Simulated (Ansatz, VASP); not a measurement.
## Cross-check of Au (Gold) between VASP and Ansatz

Aim: how closely do two programs agree when they are given the same cell, functional and k mesh?

Method: plane waves, with VASP 6.6.1 beside it; relaxation of cell and atoms at PBEsol, spin-orbit coupling, in Ansatz 0.2.0.

## Step 1: The structure

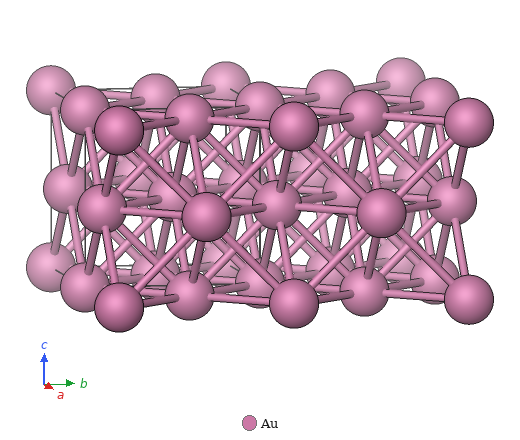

The starting structure, seen slightly off an axis (gold pink). 2×2×1 cells are drawn. This picture shows the conventional cell, with its axes. Some periodic images of atoms are drawn too.

Structure file:

```xyz
1
Lattice="0.0000 2.0391 2.0391 2.0391 0.0000 2.0391 2.0391 2.0391 0.0000" Properties=species:S:1:pos:R:3 pbc="T T T"
Au    0.0000    0.0000    0.0000
```

## Step 2: VASP: relaxation of cell and atoms, PBEsol, spin-orbit coupling

The relaxed volume is the usual yardstick between codes: its relative difference is about their pressure difference at one cell divided by the bulk modulus.

Lines of VASP's logs that name or quote its potential files are left out, and so is its time.

Contents of INCAR:

```
SYSTEM = Au
PREC = Accurate
ENCUT = 450
EDIFF = 1E-06
NELM = 100
ISMEAR = 1
SIGMA = 0.1
LREAL = .FALSE.
ALGO = Normal
GGA = PS
LNONCOLLINEAR = .TRUE.
MAGMOM = 0 0 0
NBANDS = 22
GGA_COMPAT = .FALSE.
LASPH = .TRUE.
LSORBIT = .TRUE.
LMAXMIX = 4
LORBIT = 11
LWAVE = .FALSE.
LCHARG = .FALSE.
KPAR = 2
IBRION = 2
NSW = 50
ISIF = 3
EDIFFG = -0.01
```

Contents of POSCAR:

```
Au
1.0
    0.0000000000      2.0391250000      2.0391250000
    2.0391250000      0.0000000000      2.0391250000
    2.0391250000      2.0391250000      0.0000000000
Au
1
Direct
    0.0000000000      0.0000000000      0.0000000000
```

Contents of KPOINTS:

```
Automatic mesh
0
Gamma
10 10 10
0 0 0
```

PAW data sets: Au (PBE family, release 64).

Launch:

```bash
$ mpirun -np 2 vasp_ncl
```

Numbers of over 12 decimals in the logs are rounded to 6 here.

Log:

```text
[banner, memory and clock lines left out]
running    2 mpi-ranks, on    1 nodes
 distrk:  each k-point on    1 cores,    2 groups
 distr:  one band on    1 cores,    1 groups

 POSCAR found type information on POSCAR Au
 POSCAR found :  1 types and       1 ions
|                                                                             |
|               ----> ADVICE to this user running VASP <----                  |
|                                                                             |
|     You enforced a specific xc type in the INCAR file but a different       |
|     [... a line on the potential file left out ...]
|     I HOPE YOU KNOW WHAT YOU ARE DOING!                                     |
|                                                                             |

 LDA part: xc-table for (Slater+PW92), standard interpolation
 POSCAR, INCAR and KPOINTS ok, starting setup
 FFT: planning ... GRIDC
 FFT: planning ... GRID_SOFT
 FFT: planning ... GRID
 WAVECAR not read
 entering main loop
       N       E                     dE             d eps       ncg     rms          rms(c)
DAV:   1     0.585668223272E+02    0.58567E+02   -0.50183E+03  2124   0.844E+02
DAV:   2    -0.340157515242E+01   -0.61968E+02   -0.58038E+02  2386   0.222E+02
DAV:   3    -0.455838462179E+01   -0.11568E+01   -0.11519E+01  2404   0.301E+01
DAV:   4    -0.456382583233E+01   -0.54412E-02   -0.54408E-02  2362   0.224E+00
DAV:   5    -0.456387949267E+01   -0.53660E-04   -0.53661E-04  2392   0.229E-01    0.113E+01
DAV:   6    -0.422401553448E+01    0.33986E+00   -0.49660E-01  2248   0.843E+00    0.690E+00
DAV:   7    -0.419960919118E+01    0.24406E-01   -0.44751E-02  2368   0.251E+00    0.339E+00
DAV:   8    -0.419656037768E+01    0.30488E-02   -0.16358E-03  2274   0.375E-01    0.142E+00
DAV:   9    -0.419631364054E+01    0.24674E-03   -0.25343E-04  2326   0.167E-01    0.120E-01
DAV:  10    -0.419631520946E+01   -0.15689E-05   -0.84185E-06  2272   0.325E-02    0.289E-02
DAV:  11    -0.419631645995E+01   -0.12505E-05   -0.57836E-07  1948   0.754E-03    0.119E-02
DAV:  12    -0.419631663829E+01   -0.17834E-06   -0.99303E-08  1172   0.339E-03
   1 F= -.41963166E+01 E0= -.41964846E+01  d E =-.419632E+01  mag=    -0.0000     0.0000    -0.0000
 curvature:   0.00 expect dE= 0.000E+00 dE for cont linesearch  0.000E+00
 trial: gam= 0.00000 g(F)=  0.476E-63 g(S)=  0.855E-04 ort = 0.000E+00 (trialstep = 0.100E+01)
 search vector abs. value=  0.855E-04
 bond charge predicted
       N       E                     dE             d eps       ncg     rms          rms(c)
DAV:   1    -0.419782552867E+01   -0.15091E-02   -0.19900E-02  2164   0.165E+00    0.240E-01
DAV:   2    -0.419634197804E+01    0.14836E-02   -0.22984E-03  2146   0.563E-01    0.123E-01
DAV:   3    -0.419628492481E+01    0.57053E-04   -0.12672E-04  2344   0.134E-01    0.899E-02
DAV:   4    -0.419628597208E+01   -0.10473E-05   -0.36202E-06  2266   0.163E-02    0.494E-02
DAV:   5    -0.419628825789E+01   -0.22858E-05   -0.29252E-06  2204   0.128E-02    0.845E-04
DAV:   6    -0.419628833143E+01   -0.73545E-07   -0.65509E-08  1208   0.214E-03
   2 F= -.41962883E+01 E0= -.41964154E+01  d E =0.283069E-04  mag=     0.0000    -0.0000     0.0000
 trial-energy change:    0.000028  1 .order    0.000028   -0.000086    0.000142
 step:   0.3751(harm=  0.3751)  dis= 0.00000  next Energy=    -4.196333 (dE=-0.160E-04)
 bond charge predicted
       N       E                     dE             d eps       ncg     rms          rms(c)
DAV:   1    -0.419693234651E+01   -0.64409E-03   -0.77723E-03  2146   0.103E+00    0.149E-01
DAV:   2    -0.419636099245E+01    0.57135E-03   -0.89044E-04  2122   0.350E-01    0.776E-02
DAV:   3    -0.419633494348E+01    0.26049E-04   -0.52252E-05  2332   0.860E-02    0.567E-02
DAV:   4    -0.419633402421E+01    0.91928E-06   -0.14703E-06  2154   0.104E-02
   3 F= -.41963340E+01 E0= -.41964874E+01  d E =-.173859E-04  mag=    -0.0000     0.0000    -0.0000
 curvature:  -0.19 expect dE=-0.412E-07 dE for cont linesearch -0.412E-07
 trial: gam= 0.00000 g(F)=  0.419E-63 g(S)=  0.220E-06 ort =-0.433E-05 (trialstep = 0.875E+00)
 search vector abs. value=  0.220E-06
 reached required accuracy - stopping structural energy minimisation
```

Parts of OUTCAR (step 2):

```text
ion  position               nearest neighbor table
   1  0.000  0.000  0.000-

  LATTYP: Found a face centered cubic cell.
 ALAT       =     4.0782500000

 Subroutine GETGRP returns: Found 48 space group operations
 (whereof 48 operations were pure point group operations)

The static configuration has the point symmetry O_h .

 Found     47 irreducible k-points:

   k-points           NKPTS =     47   k-points in BZ     NKDIM =     47   number of bands    NBANDS=     22

   dimension x,y,z NGX =    20 NGY =   20 NGZ =   20
   dimension x,y,z NGXF=    40 NGYF=   40 NGZF=   40

   ENCUT  =  450.0 eV  33.07 Ry    5.75 a.u.   4.99  4.99  4.99*2*pi/ulx,y,z

   NELECT =      11.0000    total number of electrons

 k-points in reciprocal lattice and weights: Automatic mesh
   0.00000000  0.00000000  0.00000000       0.001
   0.10000000  0.00000000  0.00000000       0.008
   0.20000000  0.00000000  0.00000000       0.008
   0.30000000  0.00000000  0.00000000       0.008
   0.40000000  0.00000000  0.00000000       0.008
   0.50000000  0.00000000  0.00000000       0.004
   0.10000000  0.10000000  0.00000000       0.006
   0.20000000  0.10000000  0.00000000       0.024
   0.30000000  0.10000000  0.00000000       0.024
[...]
-0.30000000  0.40000000  0.20000000       0.024
  -0.30000000  0.50000000  0.20000000       0.012

 average (electrostatic) potential at core
       1 -64.0438

 E-fermi :   9.3717

 k-point     1 :       0.0000    0.0000    0.0000
  band No.  band energies     occupation
    ...
      8       5.2246      1.00000
      9       6.4589      1.00000
     10       6.4589      1.00000
     11       6.4589      1.00000
     12       6.4589      1.00000
     13      23.8764      0.00000
     14      23.8764      0.00000
     15      27.1176      0.00000
     16      27.1176      0.00000
     17      28.1687      0.00000
    ...

 k-point     2 :       0.1000    0.0000    0.0000
  band No.  band energies     occupation
    ...
      8       5.2840      1.00000
      9       6.3532      1.00000
     10       6.3532      1.00000
     11       6.4826      1.00000
     12       6.4826      1.00000
     13      24.2440      0.00000
     14      24.2440      0.00000
     15      25.8269      0.00000
     16      25.8269      0.00000
     17      27.9507      0.00000
    ...

 k-point     3 :       0.2000    0.0000    0.0000
  band No.  band energies     occupation
    ...
      8       5.4923      1.00000
      9       6.1905      1.00000
     10       6.1905      1.00000
     11       6.6562      1.00000
     12       6.6562      1.00000
     13      22.3022      0.00000
     14      22.3022      0.00000
     15      25.0762      0.00000
     16      25.0762      0.00000
     17      28.5348      0.00000
    ...

  Total        0.0012320      0.0012320      0.0012320      0.0000000      0.0000000     -0.0000000
  in kB        0.1165577      0.1165577      0.1165577      0.0000000      0.0000000     -0.0000000
  external PRESSURE =       0.1165577 kB  Pullay stress =       0.0000000 kB

  energy-cutoff  :      450.00
  volume of cell :       16.94
      direct lattice vectors                 reciprocal lattice vectors
     0.000000000  2.038227912  2.038227912    -0.245311134  0.245311134  0.245311134
     2.038227912  0.000000000  2.038227912     0.245311134 -0.245311134  0.245311134
     2.038227912  2.038227912  0.000000000     0.245311134  0.245311134 -0.245311134

 POSITION                                       TOTAL-FORCE (eV/Angst)
 -----------------------------------------------------------------------------------
      0.00000      0.00000      0.00000         0.000000      0.000000     -0.000000
 -----------------------------------------------------------------------------------
    total drift:                               -0.000000     -0.000000     -0.000000

  FREE ENERGIE OF THE ION-ELECTRON SYSTEM (eV)
  ---------------------------------------------------
  free  energy   TOTEN  =        -4.1963340242 eV

  energy  without entropy=       -4.1967940381  energy(sigma->0) =       -4.19648736

 reached required accuracy - stopping structural energy minimisation

 Spin-Orbit-Coupling matrix elements
 Ion:    1  E_soc:     -0.5937681

 total charge
# of ion       s       p       d       tot
------------------------------------------
    1        0.541   0.377   8.728   9.646

 magnetization (x)
# of ion       s       p       d       tot
------------------------------------------
    1        0.000   0.000   0.000   0.000

 magnetization (y)
# of ion       s       p       d       tot
------------------------------------------
    1        0.000  -0.000   0.000  -0.000

 magnetization (z)
# of ion       s       p       d       tot
------------------------------------------
    1        0.000  -0.000   0.000   0.000

[... 3 further parts left out ...]
```

## Step 3: Ansatz: relaxation of cell and atoms, PBEsol, spin-orbit coupling

Ansatz runs on its fully relativistic PAW (standard-fr) files.

The same cell, functional, mesh and smearing now go to Ansatz, which takes its cutoff from its data sets.

Contents of input.yaml:

```yaml
crystal:
  lattice:
    - [0.0, 2.039125, 2.039125]
    - [2.039125, 0.0, 2.039125]
    - [2.039125, 2.039125, 0.0]
  atoms:
    - { symbol: Au, position: [0.0, 0.0, 0.0] }
hamiltonian:
  xc: pbesol
  pseudopotentials: { kind: paw_fr }
magnetization:
  noncollinear: true
  spin_orbit: true
kpoints:
  mp_grid: { grid: [10, 10, 10] }
scf:
  occupations: { method: methfessel_paxton, width: 0.1 }
relax:
  f_tol: 0.01
  max_steps: 60
  cell: { stress_tol: 0.05 }
output:
  forces: true
  stress: true
```

Launch:

```bash
$ ansatz run input.yaml --threads 4 --pin off --max-ram 9216MiB --backend cpu --events-out ev --progress --plain --runs-dir out
```

Log:

```text
Engine: ansatz 0.2.0, aarch64-unknown-linux-gnu
Pseudopotentials: kind: paw_fr
Pseudopotential: Au, paw_fr, valence charge 19, recommended cutoff 420 eV (normal), Au.paw.azcp#standard-fr
Functional definition: PBEsol
  exchange = pbesol_x
  correlation = pbesol_c
non-collinear run that drives no moment, with spin-orbit: no starting moment large enough to seed its density (crystal.atoms[].spin), no starting occupations that ask for one, no magnetisation constraint and no magnetic field, so the semilocal B_xc is pinned to zero
Crystal: 1 atoms, lattice volume = 16.957 Å³
Basis set: ecut = 420 eV, 331 PW (Γ), exchange–correlation on 40×40×40 points (8 copies of the dense FFT grid, shifted against one another)
Bands: 28, of which v1, the nominal top of the filled ones, is band 19 counted from 1 (18 counted from 0)
Symmetry: 48 space group operations + 48 with time reversal
Magnetic group: BNS 225.117 (UNI 1619), of the structure as read, at distance tolerance 2.6e-5 Å
k-points: 47 of 1000
Projection manifold: j_resolved (fully-relativistic pseudo-atomic orbitals)
Non-local potential: Au, projectors of the file, l = 0: 3, l = 1: 4, l = 2: 4, l = 3: 2
PAW form: soft (Blöchl's): semilocal exchange-correlation on the pseudo side does not see the compensation charge
PAW frozen core: Au, regenerated for the run's functional, and the local potential with it (the file was generated under x = pbe(κ = 0.804, μ = 0.219515), c = pbe(β = 0.066725))
PAW one-centre angular grid: Au, 590 points (default); XC on 64 Gauss nodes
Initial density: superposition of atomic densities (chi_scale 0.1, normalization cell)
Initial wavefunctions: pseudopotential atomic-orbital guess
Functional: x = pbesol(κ = 0.804, μ = 0.123457), c = pbesol(β = 0.046)
SCF iter   1: F=—  HF=-13044.191223 eV  |F-HF|=—  |Δ(HF+E_count)|=         —  Δρ=7.75e-2  dr2=1.11e0  dr2_m=0.00e0 (ungated)  ethr=3.10e-3  |M|=0.00e0 ∫|m|=0.00e0 μB  |m|>n=0.0e0 m-floor=0.0e0 τ_xc=0.0e0  β_m=0.30  ⟨swp⟩=7.3  Hψ=3191  notcnv=0  defer=10
preconditioner: auto → none  [insulator: Δε(μ)=0.072 eV  Ē_g=15.557 eV  σ=0.100 eV  W_gap=0.51  n_scr=8 (ndim 8)  ℏωp=29.9 eV  f_vac=0.000  D(μ)=1.03/eV (n_scr^D=14)  ε∞_Penn≈4.7]
SCF iter   2: F=—  HF=-13043.879381 eV  |F-HF|=—  |Δ(HF+E_count)|=   3.12e-1  S|Δr|=    0.00e0  Δρ=2.79e-2  dr2=1.15e-1  dr2_m=0.00e0 (ungated)  ethr=3.10e-3  |M|=0.00e0 ∫|m|=0.00e0 μB  |m|>n=0.0e0 m-floor=0.0e0 τ_xc=0.0e0  β_m=0.36  ⟨swp⟩=2.6  Hψ=1196  notcnv=0  defer=142
SCF iter   3: F=—  HF=-13043.846549 eV  |F-HF|=—  |Δ(HF+E_count)|=   3.28e-2  S|Δr|=    0.00e0  Δρ=1.11e-2  dr2=8.05e-3  dr2_m=0.00e0 (ungated)  ethr=6.03e-4  |M|=0.00e0 ∫|m|=0.00e0 μB  |m|>n=0.0e0 m-floor=0.0e0 τ_xc=0.0e0  β_m=0.59  ⟨swp⟩=2.1  Hψ=939  notcnv=0  defer=142
SCF iter   4: F=—  HF=-13043.842919 eV  |F-HF|=—  |Δ(HF+E_count)|=   3.63e-3  S|Δr|=    0.00e0  Δρ=7.52e-4  dr2=6.22e-5  dr2_m=0.00e0 (ungated)  ethr=4.23e-5  |M|=0.00e0 ∫|m|=0.00e0 μB  |m|>n=0.0e0 m-floor=0.0e0 τ_xc=0.0e0  β_m=0.76  ⟨swp⟩=2.2  Hψ=923  notcnv=0  defer=142
SCF iter   5: F=—  HF=-13043.842899 eV  |F-HF|=—  |Δ(HF+E_count)|=   2.00e-5  S|Δr|=    0.00e0  Δρ=1.47e-4  dr2=1.02e-6  dr2_m=0.00e0 (ungated)  ethr=3.27e-7  |M|=0.00e0 ∫|m|=0.00e0 μB  |m|>n=0.0e0 m-floor=0.0e0 τ_xc=0.0e0  β_m=0.85  ⟨swp⟩=2.0  Hψ=844  notcnv=0  defer=142
SCF iter   6: F=-13043.842900 eV  HF=-13043.842900 eV  |F-HF|=5.18e-10  |Δ(HF+E_count)|=   1.92e-7  S|Δr|=    0.00e0  Δρ=7.15e-6  dr2=2.01e-9  dr2_m=0.00e0 (ungated)  ethr=5.26e-10  |M|=0.00e0 ∫|m|=0.00e0 μB  |m|>n=0.0e0 m-floor=0.0e0 τ_xc=0.0e0  ⟨swp⟩=4.0  Hψ=1939  notcnv=0
SCF 1 converged in 6 iterations: F = -13043.842900 eV  dr2 = 2.01e-9
  greatest PAW one-centre occupation: 1.001 electrons in one spin orbital (limit 2), on the Au atom at site 0 (counted from 0), in its partial waves of l = 0
relax step   1: F+E_penalty+E_count = -13043.84289955 eV  Δ(F+E_penalty+E_count) = +0.000e0 eV  max|allowed force component| = 0.000e0 eV/Å  Δτ_max = 0.0000 Å  P = -0.400 GPa  Ω = 16.957 Å³  (6 SCF iters, dr2 threshold 1.00e-7 eV, accepted)
[...]
relax step   2: F+E_penalty+E_count = -13043.84281533 eV  Δ(F+E_penalty+E_count) = +8.423e-5 eV  max|allowed force component| = 0.000e0 eV/Å  Δτ_max = 0.0000 Å  P = +0.749 GPa  Ω = 16.848 Å³  energy of the carried Pulay correction = +3.225e-5 eV  (4 SCF iters, dr2 threshold 1.00e-7 eV, rejected (line search))
[...]
relax step   3: F+E_penalty+E_count = -13043.84295920 eV  Δ(F+E_penalty+E_count) = -5.964e-5 eV  max|allowed force component| = 0.000e0 eV/Å  Δτ_max = 0.0000 Å  P = -0.004 GPa  Ω = 16.919 Å³  energy of the carried Pulay correction = +1.126e-5 eV  (6 SCF iters, accepted)
[...]
relax step   4: F+E_penalty+E_count = -13043.84294194 eV  Δ(F+E_penalty+E_count) = +1.726e-5 eV  max|allowed force component| = 0.000e0 eV/Å  Δτ_max = 0.0000 Å  P = -0.002 GPa  Ω = 16.919 Å³  stress off target by 2.45e-3 GPa  SCF on the basis re-selected at this cell (its energy is not comparable with the rows above)  (4 SCF iters)
basis re-selected at this cell: Δ(F+E_penalty+E_count) = +1.726e-5 eV, ΔP = +0.001 GPa vs the last step (what re-selecting the basis moved, of the pressure what is left beyond the Pulay correction that the steps carried, after the strain that the cell walked since its last selection, with what the two solves' SCF thresholds leave and, on support functions, any second-order correction that the steps lacked; it is no measure of the basis error at this ecutwfc). This SCF's stress stands 2.45e-3 GPa from its target on what of the cell is left free (relax.cell.stress_tol is 5.00e-2 GPa) and its largest allowed force component is 0.00e0 eV/Å (relax.f_tol is 1.00e-2 eV/Å): [rest of the remark cut]
SCF converged after 4 iterations
Stability not checked: this state was not tested for a lower state beside it, because cold or Methfessel-Paxton smearing, or corrected tetrahedra, fill the levels in a way that the test cannot read (fill_not_monotonic; see scf.lower_state_search)
Magnetization: |M| = 0.0000 μB,  M = (+0.0000, +0.0000, +0.0000) μB
Absolute magnetization: 0.0000 μB (∫|m|)
  site 0: m = (+0.0000, +0.0000, +0.0000) μB, |m| = 0.0000 μB  (R = 1.19 Å)
Free energy (F): -13043.842942 eV
Harris-Foulkes:  -13043.842942 eV  (|F-HF|=7.28e-12)
Internal energy: -13043.842807 eV  (E = F + TS)
E sigma→0 (E₀):  -13043.842908 eV
Entropy (-TS):   -0.000135 eV (-0.135 meV/atom)
Fermi energy:    20.661088 eV
--- Per-component energies (eV) ---
  E_band       = -213.693391
  E_kinetic    = 604.626995
  E_local      = -1687.861476  (includes V_loc(G=0)·N_el)
  E_nonlocal   = 64.180898
  E_hartree    = 719.006959
  E_xc         = -227.016382
  E_vxc        = -275.182224  (∫ρ·V_xc dr)
  E_paw        = -9592.883844  (= ΣΔE_a)
  E_vpaw       = -357.472815  (= ΣTr[D̂ρ^β])
  E_aug_tail   = 0.001341  (compensation charges beyond the density's cutoff)
  E_ewald      = -2924.212266
  E_core_change = 0.314969  (= ΣΔE_core)
  E_smearing   = -0.000135  (= −TS)
  E_closure    = 0.000000  (closes the sum)
  Σ components = -13043.842942   (vs F -13043.842942, Δ=0.00e0)
--- Forces (eV/Å), atoms counted from 1 ---
  atom   1  Au    -0.00000000     0.00000000    -0.00000000
  max |Σ_I F_I| component: 1.31e-31 eV/Å
--- Stress (GPa, compression-positive) ---
       -0.002447      -0.000000      -0.000000
       -0.000000      -0.002447      -0.000000
       -0.000000      -0.000000      -0.002447
  P = ⅓ Tr σ = -0.0024 GPa (-0.024 kbar)
--- Relaxed structure (3 steps of the walk, 2 accepted, 1 SCFs on fresh bases) ---
  F+E_penalty+E_count = -13043.84294194 eV   max|allowed force component| = 0.000e0 eV/Å   (the final SCF, on the basis selected at the relaxed cell)
  cell:  # Å, volume = 16.9192 Å³
    - [0, 2.037588, 2.037588]
    - [2.037588, 0, 2.037588]
    - [2.037588, 2.037588, 0]
  atoms:
    - { symbol: Au, position: [0.0, 0.0, 0.0] }
```

Run time: 2.2 s. Hardware: 4 threads of Arm Neoverse V2, shared host; peak memory 0.35 GiB.

## Step 4: Side by side

Known differences besides the PAW data sets themselves: spin-orbit coupling enters by fully relativistic files in Ansatz and inside the spheres in VASP; both relaxations stop at a tolerance, which leaves soft axes loose, and VASP keeps its plane-wave basis; the data sets hold 19 valence electrons in Ansatz (fully relativistic PAW (standard-fr) files) and 11 in VASP; the cutoff is 420 eV in Ansatz and 450 eV in VASP; Ansatz makes its cores anew for this functional, VASP keeps those of its PBE data sets; Ansatz adds a Pulay correction to the stress that steers its cell, VASP none. Total energies have different zeros and are not compared.

The two programs side by side:

```tsv
quantity	Ansatz	VASP	difference
volume (Å³)	16.92	16.94	-0.09 %
edge a after relaxation, in the typed setting (Å)	2.882	2.882	-0.03 %
```

The walks stopped with 0.00 GPa left in Ansatz and 0.01 GPa in VASP; each walk ends within a tolerance, so the volume difference is uncertain by about these residues over the bulk modulus, most in soft cells.

## Step 5: Outcome

| Quantity | Value |
| --- | --- |
| difference in volume (relaxation of cell and atoms, PBEsol, spin-orbit coupling) | -0.094 % |

What this shows: The difference in volume is -0.094 % (relaxation of cell and atoms, PBEsol, spin-orbit coupling), within the 1.2 % picked in this series as the mark of a large difference, as far as the stopping tolerances let one tell. How closely two codes agree says nothing of how well the functional describes the real material.

[Lines on the potential files, build, host, timing and source positions are cut from VASP's logs without a mark.]

[Logs are printed without paths, hosts, clocks, repeated set-up lines and the standing remarks that a program may print on its own settings, such as how far it seeks lower states.]

[Hosts, paths, dates, database ids (printed as entryN), source tags and the programs' standing remarks are cut or masked in the printed files.]
